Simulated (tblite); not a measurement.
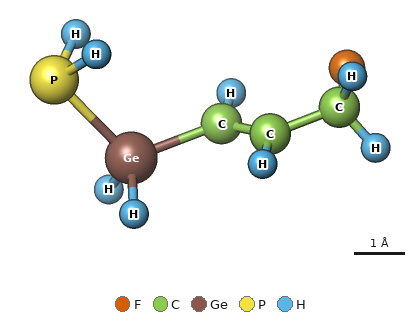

Figure 1. The structure (ball-and-stick view, seen on its broad side). Sticks mark near contacts.

**Nudged elastic band of C3H8FGeP**

- system: C3H8FGeP
- method: GFN2-xTB climbing-image nudged elastic band, gas phase (tblite 0.8.0)

Input file:
```
{"job": {"xc": "GFN2-xTB", "basis": "xTB", "kind": "neb"}, "charge": 0, "multiplicity": 1}
F      2.529400     1.404070    -0.737501
C      2.387733     0.710528     0.437062
C      1.114471    -0.073557     0.480933
C      0.230024    -0.145436    -0.501204
Ge    -1.440899    -1.151691    -0.378819
P     -3.319494     0.142156    -0.069418
H      2.419680     1.449921     1.247851
H      3.257842     0.046837     0.521352
H      0.966312    -0.607362     1.411101
H      0.417236     0.408304    -1.412492
H     -1.603318    -1.981616    -1.628530
H     -1.306509    -2.140298     0.754971
H     -2.946280     1.034640    -1.065458
H     -2.706876     0.903032     0.917985
```

The first line tells a small driver script what to run in tblite; the rest is the geometry in Å.

Command:
```bash
OMP_NUM_THREADS=1 python <driver script> task.json out
```

Output:
```
image   E - E0 / eV
  0       0.0000
  1       0.0392
  2       1.3529
  3       0.1910
  4       0.0253
  5       0.0181
  6       0.0140
```

Summary:

| quantity | value |
| --- | --- |
| outcome | converged |
| forward barrier | 1.353 eV |
| hardware | 1 CPU thread, shared host |
| wall time | 3.6 s |
| peak memory | 0.19 GiB |
